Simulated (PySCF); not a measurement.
Si(Cl)(F)2(nBu), C4H9ClF2Si, SMILES CCCC[Si](F)(F)Cl at its GFN2-xTB optimised geometry (Å):

```
17

C     -2.6543     1.1799     0.2466
C     -1.1378     1.0885     0.1322
C     -0.6599    -0.3616     0.1142
C      0.8668    -0.4530     0.0000
Si     1.5287    -2.2188     0.0000
F      3.1311    -2.2188     0.0000
F      1.2415    -2.9238     1.4093
Cl     0.8766    -3.4065    -1.4508
H     -2.9747     2.2188     0.2586
H     -2.9969     0.7043     1.1629
H     -3.1311     0.6831    -0.5953
H     -0.6782     1.6097     0.9750
H     -0.8119     1.5872    -0.7835
H     -0.9870    -0.8587     1.0295
H     -1.1229    -0.8812    -0.7272
H      1.1808     0.0677    -0.9075
H      1.3127     0.0940     0.8344
```

Calculation: PySCF with B3LYP/def2-SVP. Cells within 0.4 Å of a nucleus heavier than hydrogen are left out (blank, or x).

Map of the log10 of the electron density (e/bohr³), floored at −4 on the plane z = 0.0 Å:

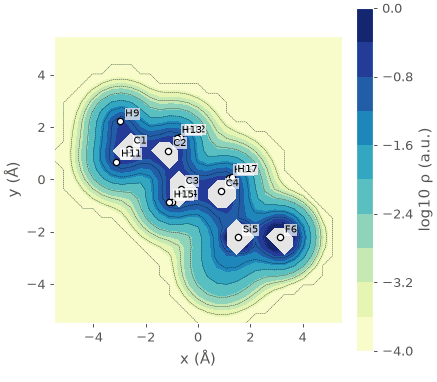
Figure: Log10 of the electron density (e/bohr³), floored at −4 on the plane z = 0.0 Å.
